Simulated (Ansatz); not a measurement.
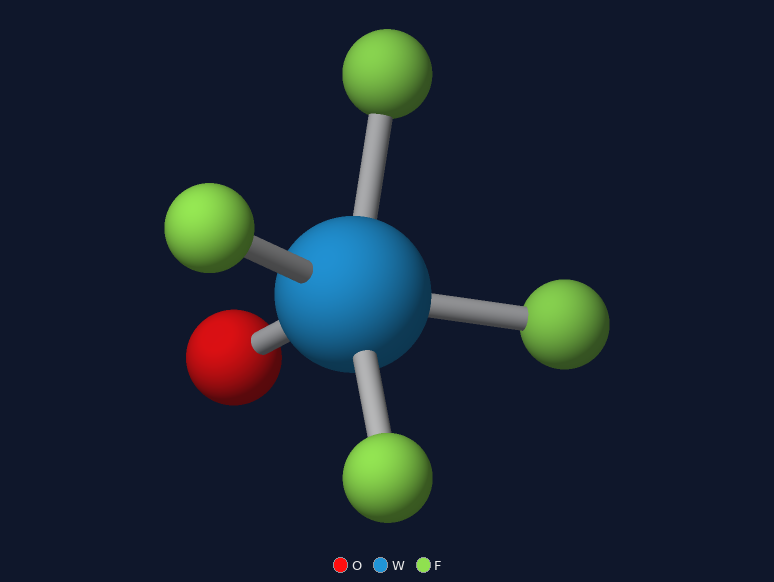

The species is neutral and a spin singlet. The geometry was computed by an optimisation with PBE0-D4/def2-TZVP. No frequency run is at hand to confirm it as a minimum.

**What is the coordination number of the metal, and which atoms bind to it?**

W binds 5 atoms: 1 O at 1.67 Å, 4 F at 1.85 Å. The arrangement is square pyramidal.

**Give the formal oxidation state and the d-electron count.**

W(VI), d⁰, counting the ligands as closed-shell ions or neutral donors.
